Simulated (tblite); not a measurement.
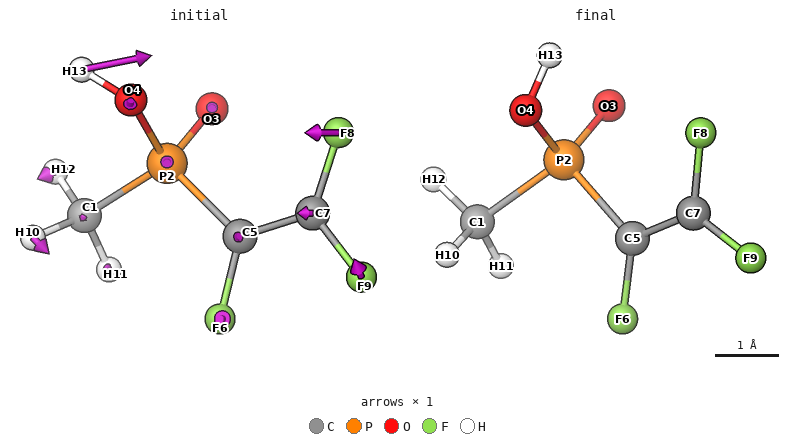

The structure of C3H4F3O2P before (left) and after (right) a relaxation, at one scale. The purple arrows give the displacements, at their true length.

A ball-and-stick model, seen at a tilt.

Computed with tblite, GFN2-xTB geometry optimisation, gas phase. 

What changed between the two?

Over 95 geometry steps the energy falls by 22.6 kcal/mol. The largest move after the best rigid fit is that of H13, 1.18 Å. Largest moves by element: H 1.18 Å, F 0.63 Å, C 0.28 Å, O 0.27 Å, P 0.24 Å. Among the contacts that change: P2–O4 1.694 → 1.600 Å, C7–F9 1.375 → 1.319 Å, P2–C5 1.793 → 1.848 Å, O4–H13 1.003 → 0.961 Å. Bond angles that change, for instance: C5–C7–F9 115.6° → 129.0°, C1–P2–O3 107.4° → 118.9°, F8–C7–F9 120.4° → 111.0°. Groups turn about P2–O4 by about 90°.
